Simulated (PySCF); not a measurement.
Molecule: CH₆AlNO₂, SMILES C[O][Al]([NH2])[OH]. Atoms near the plane z = 0.6 Å, at the CAM-B3LYP/def2-SVP optimised geometry (x, y, z in Å): Al1 (-0.9, 0.0, 0.0), O2 (-1.7, -1.5, 0.0), H3 (-1.3, -2.4, 0.0), O4 (0.8, 0.0, 0.0), C5 (1.9, 0.8, 0.0), H6 (2.0, 1.3, 0.9), H7 (2.9, 0.2, -0.1), N9 (-1.8, 1.4, 0.0), H10 (-2.9, 1.4, 0.0), H11 (-1.5, 2.4, 0.0).

Computed with CAM-B3LYP/def2-TZVP (PySCF). The values are rescaled to run from 0 to 1.

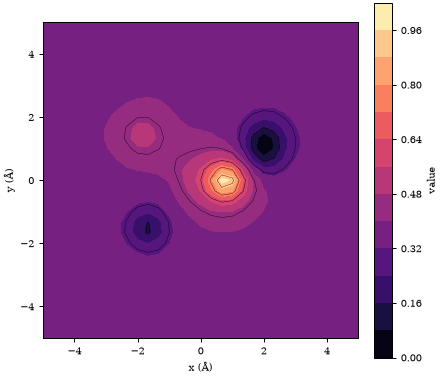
Figure: a field on the plane z = 0.6 Å.

Task: Which quantity is mapped?
A) deformation density (molecule minus spherical neutral atoms)
B) electrostatic potential
C) an orbital amplitude
D) log10 of the electron density

Result: C, an orbital amplitude. In full: HOMO−1 amplitude (bohr^(-3/2)).
